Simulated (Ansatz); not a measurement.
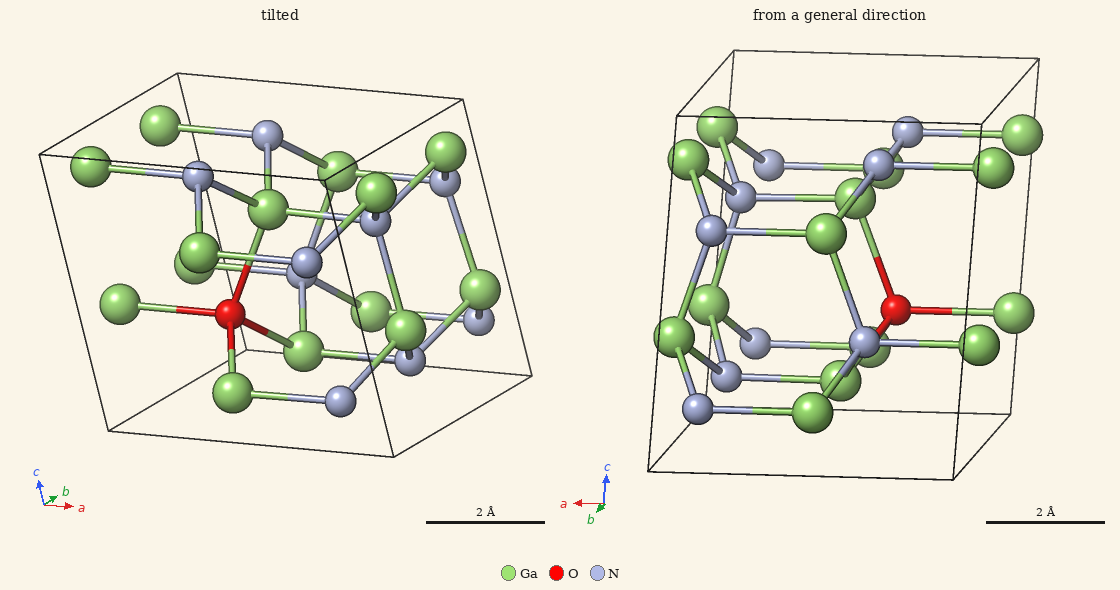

The crystal in a ball-and-stick representation, seen slightly off an axis and from a general direction. The box is the supercell; atoms on or close to its faces, edges and corners are drawn wherever they repeat. The host is GaN, in a cell of 16 sites, and the cell is neutral.

### What imperfection does the supercell contain?

Oxygen on a nitrogen site (a substitutional impurity). It is bonded to four Ga in a tetrahedral arrangement at about 2.0 Å.

Method used: Ansatz, DFT PBE, scalar-relativistic, plane waves, PAW. It ran with plane waves up to 420 eV, a 3×3×3 sampling of the Brillouin zone, Gaussian smearing of 0.01 eV, collinear spins.

### Is the defect magnetic?

Yes, 0.3 μB in the cell.

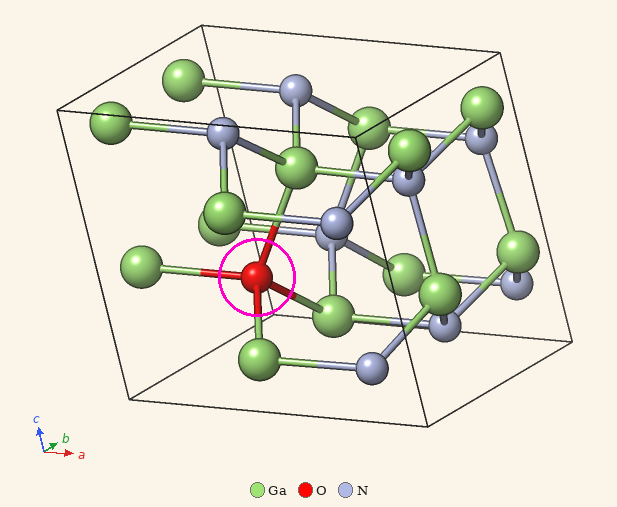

The same cell with a ring at the defect's site.

The atoms were relaxed in the host's cell with Ansatz, DFT PBE, scalar-relativistic, plane waves, PAW.
